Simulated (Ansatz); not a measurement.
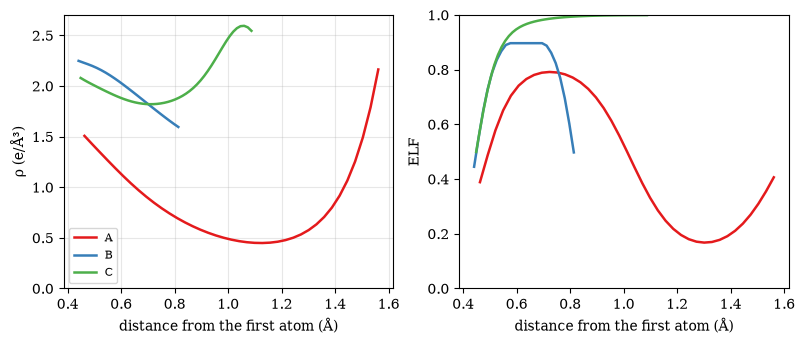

The picture shows: CHBIn (doublet). Electron density and electron localisation function along straight lines between neighbouring atoms. The curves leave out the atomic cores.

Geometry: PBE0-D3(BJ)/def2-SVP; core potentials replace the inner electrons of In.

Level of theory: isolated molecule in a Gaussian basis; Kohn-Sham density functional theory, functional PBE0 in Ansatz 0.2.0.

Which curve belongs to which contact (C–B, C–H and C–In)? The first atom named is at distance zero.

Answer. Curve A: C–In (2.31 Å): ρ is about 0.45 e/Å³ halfway; the ELF peaks at about 0.80 in the valence shell of C, 0.7 Å from its nucleus, and drops to about 0.15 between the two atoms. Curve B: C–B (1.36 Å): ρ is about 1.9 e/Å³ halfway; the ELF peaks at about 0.90 between the atoms, as expected for a covalent bond. Curve C: C–H (1.09 Å): ρ at the midpoint is about 1.9 e/Å³; the ELF climbs to about 1 towards the hydrogen, as it does in any bond to H; a covalent bond by its length.
